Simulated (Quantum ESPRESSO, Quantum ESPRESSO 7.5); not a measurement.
**O on hollow sites of W(110): a series in the coverage**

What law, if any, do the results for O on hollow sites of W(110) follow against the coverage?

Main program and level: Quantum ESPRESSO 7.5; plane-wave DFT, PBE, GBRV ultrasoft pseudopotentials.

### Step 1. Set-up

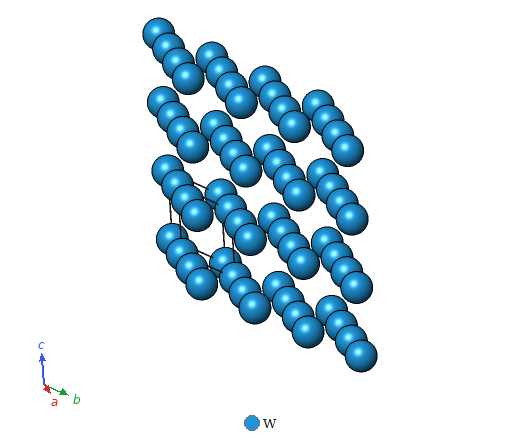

The starting structure, seen from the side, with the c axis up (tungsten blue). 3×3×3 cells are drawn. Some periodic images of atoms are drawn too.

Set-up: Slabs of 3 layers, covered on the upper face; adsorbates and the top layer relax in a periodic cell, the rest is held (the clean slab relaxes both outer layers); a run under open boundaries (ESM, bc1) gives both vacuum levels. Cells of one to 9 surface sites carry the coverages, on meshes of like density; cold smearing of 0.02 Ry. The slabs take the lattice constants of the bulk relaxed by the same program.

Members 0.1667, 0.25, 0.3333, 0.5 and 0.6667 took the same steps and show in the table alone.

### Step 2. Variable-cell relaxation of the reference

The bulk crystal is relaxed in cell and atoms; the members are built on its lattice constants.

File ref.vc.in:

```
&control
  prefix = 'ref.vc'
  outdir = './out'
  pseudo_dir = './pseudo'
  nstep = 40
  forc_conv_thr = 0.0003
  calculation = 'vc-relax'
/
&system
  ibrav = 0
  nat = 1
  ntyp = 1
  ecutwfc = 50
  ecutrho = 250
  occupations = 'smearing'
  smearing = 'mv'
  degauss = 0.02
/
&electrons
  conv_thr = 1e-09
  mixing_beta = 0.4
  electron_maxstep = 120
/
&ions
/
&cell
  press_conv_thr = 0.3
/
ATOMIC_SPECIES
  W   183.8400  w_pbe_v1.2.uspp.F.UPF
CELL_PARAMETERS angstrom
  -1.58000000000000 1.58000000000000 1.58000000000000
  1.58000000000000 -1.58000000000000 1.58000000000000
  1.58000000000000 1.58000000000000 -1.58000000000000
ATOMIC_POSITIONS crystal
  W   0.000000000000 0.000000000000 0.000000000000
K_POINTS automatic
  18 18 18 0 0 0
```

Run with:

```sh
$ OMP_NUM_THREADS=1 mpirun -n 8 pw.x -nk 8 -in ref.vc.in > ref.vc.out
```

What it wrote:

```text
Program PWSCF v.7.5 starts
[citation notice left out]

     Parallel version (MPI & OpenMP), running on       8 processor cores
     Number of MPI processes:                 8
     Threads/MPI process:                     1

     MPI processes distributed on     1 nodes
[...]
Current dimensions of program PWSCF are:
     Max number of different atomic species (ntypx) = 10
     Max number of k-points (npk) =  40000
     Max angular momentum in pseudopotentials (lmaxx) =  4
     Message from routine setup:
     using ibrav=0 with symmetry is DISCOURAGED, use correct ibrav instead

     K-points division:     npool     =       8
     Subspace diagonalization in iterative solution of the eigenvalue problem:
     a serial algorithm will be used

     G-vector sticks info
     --------------------
     sticks:   dense  smooth     PW     G-vecs:    dense   smooth      PW
     Sum         487     399    159                 7011     5089    1253

     Using Slab Decomposition

     bravais-lattice index     =            0
     lattice parameter (alat)  =       5.1715  a.u.
     unit-cell volume          =     106.4701 (a.u.)^3
     number of atoms/cell      =            1
     number of atomic types    =            1
     number of electrons       =        14.00
     number of Kohn-Sham states=           11
     kinetic-energy cutoff     =      50.0000  Ry
     charge density cutoff     =     250.0000  Ry
     scf convergence threshold =      1.0E-09
     mixing beta               =       0.4000
     number of iterations used =            8  plain     mixing
     energy convergence thresh.=      1.0E-04
     force convergence thresh. =      3.0E-04
     press convergence thresh. =      3.0E-01
     Exchange-correlation= SLA  PW   PBE  PBE
                           (   1   4   3   4   0   0   0)
     nstep                     =           40

     celldm(1)=   5.171501  celldm(2)=   0.000000  celldm(3)=   0.000000
     celldm(4)=   0.000000  celldm(5)=   0.000000  celldm(6)=   0.000000

     crystal axes: (cart. coord. in units of alat)
               a(1) = (  -0.577350   0.577350   0.577350 )
               a(2) = (   0.577350  -0.577350   0.577350 )
               a(3) = (   0.577350   0.577350  -0.577350 )

     reciprocal axes: (cart. coord. in units 2 pi/alat)
               b(1) = ( -0.000000  0.866025  0.866025 )
               b(2) = (  0.866025 -0.000000  0.866025 )
               b(3) = (  0.866025  0.866025  0.000000 )

     PseudoPot. # 1 for W  read from file:
     ./pseudo/w_pbe_v1.2.uspp.F.UPF
     Pseudo is Ultrasoft + core correction, Zval = 14.0
     Generated by new atomic code, or converted to UPF format
     Using radial grid of  923 points,  8 beta functions with:
                l(1) =   0
                l(2) =   0
                l(3) =   0
                l(4) =   1
                l(5) =   1
                l(6) =   2
                l(7) =   2
                l(8) =   3
     Q(r) pseudized with  6 coefficients,  rinner =    1.350   1.350   1.350
                                                       1.350   1.350   1.350
                                                       1.350

     atomic species   valence    mass     pseudopotential
     W                14.00   183.84000     W ( 1.00)

     48 Sym. Ops., with inversion, found

   Cartesian axes

     site n.     atom                  positions (alat units)
         1        W      tau(   1) = (   0.0000000   0.0000000   0.0000000  )

     number of k points=   195  Marzari-Vanderbilt smearing, width (Ry)=  0.0200

     Number of k-points >= 100: set verbosity='high' to print them.

     Dense  grid:     7011 G-vectors     FFT dimensions: (  25,  25,  25)

     Smooth grid:     5089 G-vectors     FFT dimensions: (  24,  24,  24)

     Estimated max dynamical RAM per process >      18.56 MB

     Estimated total dynamical RAM >     136.47 MB

     Initial potential from superposition of free atoms

     starting charge      13.8997, renormalised to      14.0000

     negative rho (up, down):  5.992E-02 0.000E+00
     Starting wfcs are   13 randomized atomic wfcs

     total cpu time spent up to now is        0.7 secs

     per-process dynamical memory:    19.0 Mb

     Self-consistent Calculation

     iteration #  1     ecut=    50.00 Ry     beta= 0.40
     Davidson diagonalization with overlap
     ethr =  1.00E-02,  avg # of iterations =  2.9

     Threshold (ethr) on eigenvalues was too large:
     Diagonalizing with lowered threshold

     Davidson diagonalization with overlap
     ethr =  3.70E-04,  avg # of iterations =  1.2

     negative rho (up, down):  6.103E-02 0.000E+00

     total cpu time spent up to now is        1.3 secs

     total energy              =    -159.14020988 Ry
     estimated scf accuracy    <       0.05476276 Ry

     iteration #  2     ecut=    50.00 Ry     beta= 0.40
[...]
negative rho (up, down):  6.265E-02 0.000E+00

[...]
total energy              =    -159.14044578 Ry
     estimated scf accuracy    <       0.00830064 Ry

     iteration #  3     ecut=    50.00 Ry     beta= 0.40
[...]
negative rho (up, down):  6.388E-02 0.000E+00

[...]
total energy              =    -159.14176850 Ry
     estimated scf accuracy    <       0.00040189 Ry

     iteration #  4     ecut=    50.00 Ry     beta= 0.40
[...]
negative rho (up, down):  6.380E-02 0.000E+00

[...]
total energy              =    -159.14179284 Ry
     estimated scf accuracy    <       0.00002008 Ry

     iteration #  5     ecut=    50.00 Ry     beta= 0.40
[...]
negative rho (up, down):  6.373E-02 0.000E+00

[...]
total energy              =    -159.14179808 Ry
     estimated scf accuracy    <       0.00000023 Ry

     iteration #  6     ecut=    50.00 Ry     beta= 0.40
[...]
negative rho (up, down):  6.355E-02 0.000E+00

[...]
total energy              =    -159.14179816 Ry
     estimated scf accuracy    <       0.00000013 Ry

     iteration #  7     ecut=    50.00 Ry     beta= 0.40
[...]
negative rho (up, down):  6.357E-02 0.000E+00

[...]
total energy              =    -159.14179815 Ry
     estimated scf accuracy    <       0.00000008 Ry

     iteration #  8     ecut=    50.00 Ry     beta= 0.40
[...]
negative rho (up, down):  6.358E-02 0.000E+00

[...]
one-electron contribution =     -15.92836910 Ry
     hartree contribution      =      16.06920058 Ry
     xc contribution           =     -41.22041128 Ry
     ewald contribution        =    -118.06213231 Ry

     convergence has been achieved in   4 iterations

     negative rho (up, down):  6.417E-02 0.000E+00

     Forces acting on atoms (cartesian axes, Ry/au):

     atom    1 type  1   force =     0.00000000    0.00000000    0.00000000

     Total force =     0.000000     Total SCF correction =     0.000000

     Computing stress (Cartesian axis) and pressure

     negative rho (up, down):  6.417E-02 0.000E+00
          total   stress  (Ry/bohr**3)                   (kbar)     P=      -43.01
  -0.00029238  -0.00000000  -0.00000000          -43.01       -0.00       -0.00
  -0.00000000  -0.00029238  -0.00000000           -0.00      -43.01       -0.00
  -0.00000000  -0.00000000  -0.00029238           -0.00       -0.00      -43.01

     Energy error            =      2.9E-04 Ry
     Gradient error          =      0.0E+00 Ry/Bohr
     Cell gradient error     =      4.3E+01 kbar

     number of scf cycles    =   2
     number of bfgs steps    =   1

     enthalpy           old  =    -159.1417981510 Ry
     enthalpy           new  =    -159.1420900579 Ry

     CASE: enthalpy          _new < enthalpy          _old

     new trust radius        =       0.0094860173 bohr
     new conv_thr            =            1.0E-11 Ry

     new unit-cell volume =    108.77719 a.u.^3 (    16.11912 Ang^3 )
     density =     18.93860 g/cm^3

CELL_PARAMETERS (angstrom)
  -1.591330600   1.591330600   1.591330600
   1.591330600  -1.591330600   1.591330600
   1.591330600   1.591330600  -1.591330600

ATOMIC_POSITIONS (crystal)
W                0.0000000000        0.0000000000        0.0000000000

[...]
NEW-OLD atomic charge density approx. for the potential
     New effective cutoffs (rho, wfc):  244.47   49.29

     negative rho (up, down):  6.395E-02 0.000E+00

     total cpu time spent up to now is        5.5 secs

     per-process dynamical memory:    26.9 Mb

     Self-consistent Calculation

     iteration #  1     ecut=    50.00 Ry     beta= 0.40
     Davidson diagonalization with overlap
     ethr =  1.00E-06,  avg # of iterations =  4.0

     Threshold (ethr) on eigenvalues was too large:
     Diagonalizing with lowered threshold

     Davidson diagonalization with overlap
     ethr =  5.33E-08,  avg # of iterations =  1.2

     negative rho (up, down):  6.396E-02 0.000E+00

     total cpu time spent up to now is        6.1 secs

     total energy              =    -159.14231723 Ry
     estimated scf accuracy    <       0.00000720 Ry

[...]
iteration #  6     ecut=    50.00 Ry     beta= 0.40
[...]
negative rho (up, down):  6.395E-02 0.000E+00

[...]
End of self-consistent calculation

     Number of k-points >= 100: set verbosity='high' to print the bands.

     the Fermi energy is    22.2684 ev

!    total energy              =    -159.14231759 Ry
     estimated scf accuracy    <          1.0E-12 Ry
     smearing contrib. (-TS)   =      -0.00035759 Ry
     internal energy E=F+TS    =    -159.14196000 Ry

     The total energy is F=E-TS. E is the sum of the following terms:
     one-electron contribution =     -15.18530079 Ry
     hartree contribution      =      15.88145233 Ry
     xc contribution           =     -41.24029042 Ry
     ewald contribution        =    -118.59782112 Ry

     convergence has been achieved in   6 iterations

     negative rho (up, down):  6.395E-02 0.000E+00

     Forces acting on atoms (cartesian axes, Ry/au):

     atom    1 type  1   force =     0.00000000    0.00000000    0.00000000

     Total force =     0.000000     Total SCF correction =     0.000000

     Computing stress (Cartesian axis) and pressure

     negative rho (up, down):  6.395E-02 0.000E+00
          total   stress  (Ry/bohr**3)                   (kbar)     P=       -1.49
  -0.00001012  -0.00000000   0.00000000           -1.49       -0.00        0.00
  -0.00000000  -0.00001012  -0.00000000           -0.00       -1.49       -0.00
   0.00000000  -0.00000000  -0.00001012            0.00       -0.00       -1.49

     Energy error            =      2.3E-04 Ry
     Gradient error          =      0.0E+00 Ry/Bohr
     Cell gradient error     =      1.5E+00 kbar

     number of scf cycles    =   3
     number of bfgs steps    =   2

     enthalpy           old  =    -159.1420900579 Ry
     enthalpy           new  =    -159.1423175879 Ry

     CASE: enthalpy          _new < enthalpy          _old

     new trust radius        =       0.0003362190 bohr
     new conv_thr            =            1.0E-11 Ry

     new unit-cell volume =    108.72460 a.u.^3 (    16.11132 Ang^3 )
     density =     18.94776 g/cm^3

CELL_PARAMETERS (angstrom)
  -1.591074102   1.591074102   1.591074102
   1.591074102  -1.591074102   1.591074102
   1.591074102   1.591074102  -1.591074102

ATOMIC_POSITIONS (crystal)
W                0.0000000000        0.0000000000        0.0000000000

[...]
NEW-OLD atomic charge density approx. for the potential
     New effective cutoffs (rho, wfc):  244.55   49.30

     negative rho (up, down):  6.395E-02 0.000E+00

     total cpu time spent up to now is        7.6 secs

     per-process dynamical memory:    26.9 Mb

[...]
!    total energy              =    -159.14231785 Ry
[...]
Total force =     0.000000     Total SCF correction =     0.000000
[...]
Self-consistent Calculation

     iteration #  1     ecut=    50.00 Ry     beta= 0.40
     Davidson diagonalization with overlap
     c_bands:  1 eigenvalues not converged
     ethr =  1.00E-06,  avg # of iterations =  9.7

     negative rho (up, down):  6.289E-02 0.000E+00

     total cpu time spent up to now is       10.0 secs

     total energy              =    -159.14011733 Ry
     estimated scf accuracy    <       0.05829133 Ry

[...]
iteration # 11     ecut=    50.00 Ry     beta= 0.40
[...]
negative rho (up, down):  6.628E-02 0.000E+00

[...]
End of self-consistent calculation

     Number of k-points >= 100: set verbosity='high' to print the bands.

     the Fermi energy is    22.2806 ev

!    total energy              =    -159.14242300 Ry
     estimated scf accuracy    <          5.6E-12 Ry
     smearing contrib. (-TS)   =      -0.00035692 Ry
     internal energy E=F+TS    =    -159.14206608 Ry

     The total energy is F=E-TS. E is the sum of the following terms:
     one-electron contribution =     -15.15914802 Ry
     hartree contribution      =      15.87501916 Ry
     xc contribution           =     -41.24099690 Ry
     ewald contribution        =    -118.61694033 Ry

     convergence has been achieved in  11 iterations

     negative rho (up, down):  6.628E-02 0.000E+00

     Forces acting on atoms (cartesian axes, Ry/au):

     atom    1 type  1   force =     0.00000000    0.00000000    0.00000000

     Total force =     0.000000     Total SCF correction =     0.000000

     Computing stress (Cartesian axis) and pressure

     negative rho (up, down):  6.628E-02 0.000E+00
          total   stress  (Ry/bohr**3)                   (kbar)     P=        1.41
   0.00000958  -0.00000000  -0.00000000            1.41       -0.00       -0.00
   0.00000000   0.00000958  -0.00000000            0.00        1.41       -0.00
  -0.00000000  -0.00000000   0.00000958           -0.00       -0.00        1.41

[...]
=------------------------------------------------------------------------------=
   JOB DONE.
=------------------------------------------------------------------------------=
```

It took 14 s on 8 MPI ranks of Arm Neoverse V1, shared host; peak memory 0.47 GiB; 1.8 min of CPU time.

The steps of the relaxation:

| step | energy less that of the first step (eV) | largest force (eV/Å) | volume (Å³) |
| --- | --- | --- | --- |
| 1 | 0.0000 | 0.0000 | 15.78 |
| 2 | -0.0040 | 0.0000 | 16.34 |
| 3 | -0.0071 | 0.0000 | 16.12 |
| 4 | -0.0071 | 0.0000 | 16.11 |
| 5 | -0.0085 | 0.0000 | 16.11 |

| conventional cell, symmetrised | before | after | change |
| --- | --- | --- | --- |
| a (Å) | 3.160 | 3.182 | +0.7 % |
| b (Å) | 3.160 | 3.182 | +0.7 % |
| c (Å) | 3.160 | 3.182 | +0.7 % |
| volume (Å³/atom) | 15.78 | 16.11 | +2.1 % |

Final coordinates:

```cif
data_structure
_symmetry_space_group_name_H-M 'P 1'
_symmetry_Int_Tables_number 1
_cell_length_a 2.7558
_cell_length_b 2.7558
_cell_length_c 2.7558
_cell_angle_alpha 109.471
_cell_angle_beta 109.471
_cell_angle_gamma 109.471
_cell_volume 16.11
loop_
_atom_site_label
_atom_site_type_symbol
_atom_site_fract_x
_atom_site_fract_y
_atom_site_fract_z
_atom_site_occupancy
W1 W 0.00000 0.00000 0.00000 1
```

 The last row is no step: it is a fresh SCF in the final cell with a new plane-wave basis, -1 meV from the row before.

Numbers from this step:

- free energy: -2165.2430 eV
- Fermi energy: 22.28 eV

[end of part 1 of 10]

[Logs are printed without paths, hosts, clocks, repeated set-up lines and the standing remarks that a program may print on its own settings, such as how far it seeks lower states.]

[Hosts, paths, dates, database ids (printed as entryN), source tags and the programs' standing remarks are cut or masked in the printed files.]

[Maps of the electrostatic potential energy from Ansatz leave out the sawtooth potential of an applied field or a dipole correction, so their vacuum need not be flat; planar profiles and work functions include it.]
